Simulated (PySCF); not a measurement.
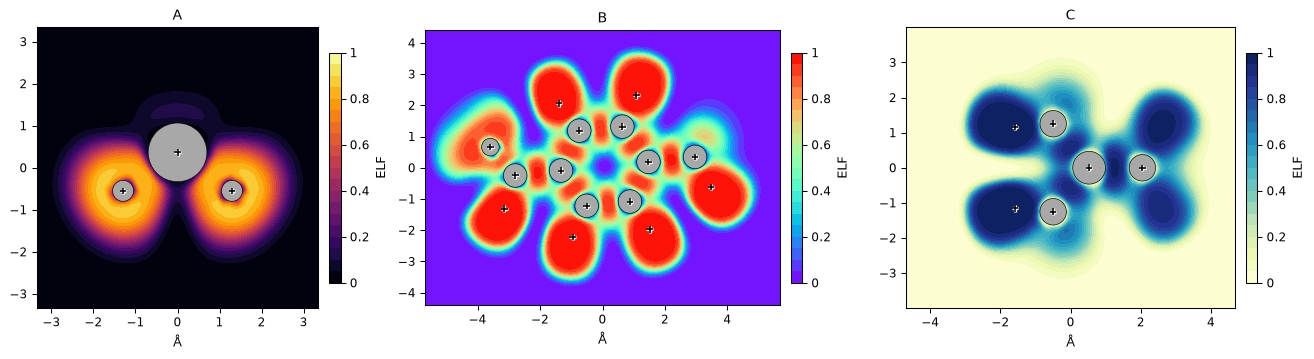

The electron localisation function of 3 systems, each on a plane through atoms (crosses mark nuclei in the plane; grey discs cover the cores).

All numbers below come from DFT single point, gas phase, functional wB97X in PySCF 2.14.0, density-fitted response routines.

System 1: C8H8O (p-tolualdehyde), the plane of atoms C8, C9 and H17. Geometry: PBE0-D3(BJ)/ma-def2-SVP.

```xyz
17

C    -2.7270    0.1924   -0.0336
C    -1.2304    0.0978   -0.0236
C    -0.5937   -1.1089   -0.3648
C     0.7882   -1.2196   -0.3464
C     1.5756   -0.1163    0.0142
C     3.0471   -0.2166    0.0504
O     3.6791   -1.2156   -0.1973
C     0.9533    1.0895    0.3486
C    -0.4354    1.1938    0.3307
H    -3.1390   -0.1132   -1.0080
H    -3.0710    1.2142    0.1772
H    -3.1663   -0.4751    0.7256
H    -1.2025   -1.9725   -0.6478
H     1.2869   -2.1557   -0.6100
H     3.5706    0.7313    0.3377
H     1.5653    1.9527    0.6278
H    -0.9125    2.1406    0.5975
```

System 2: SiF4, the plane of atoms F1, Si2 and F4. Geometry: PBE0-D3(BJ)/def2-SVP.

```yaml
atoms:
  - { symbol: F, position_ang: [1.5524, -0.2553, 0.2177] }
  - { symbol: Si, position_ang: [0.0034, 0.0007, -0.0070] }
  - { symbol: F, position_ang: [-0.2477, 1.5527, -0.2146] }
  - { symbol: F, position_ang: [-0.8060, -0.5011, 1.2616] }
  - { symbol: F, position_ang: [-0.4831, -0.7918, -1.2920] }
```

System 3: C3H9B (charge +1, doublet), the plane of atoms C3, B2 and C4. Geometry: PBE0-D3(BJ)/def2-SVP.

```xyz
13

C    -0.1808    1.5005    0.3822
B    -0.0970   -0.0853    0.0679
C     1.4922   -0.3611    0.2154
C    -1.2079   -1.0509   -0.3046
H     0.6910    2.1366    0.5593
H    -0.8264    1.4409    1.2816
H    -0.7228    1.8012   -0.5379
H     1.6460   -0.8412   -0.7727
H     1.4430   -1.0785    1.0591
H     2.2346    0.4205    0.4002
H    -1.2798   -1.0636   -1.4109
H    -1.0048   -2.0873    0.0098
H    -2.1967   -0.7469    0.0742
```

> Match each panel to its system.

Panel A is system 2, SiF4: the plane holds F and Si. Si–F (1.59 Å): the ELF peaks at about 0.85 in the valence shell of F, 0.5 Å from its nucleus, and is about 0.60 at the midpoint. Panel B is system 1, C8H8O: the plane holds C, O and H. C–O (1.21 Å): the ELF peaks at about 0.85 between the atoms (a multiple bond). Panel C is system 3, C3H9B: the plane holds C, B and H. C–B (1.52 Å): the ELF peaks at about 0.95 between the atoms; localised, covalent bonding.
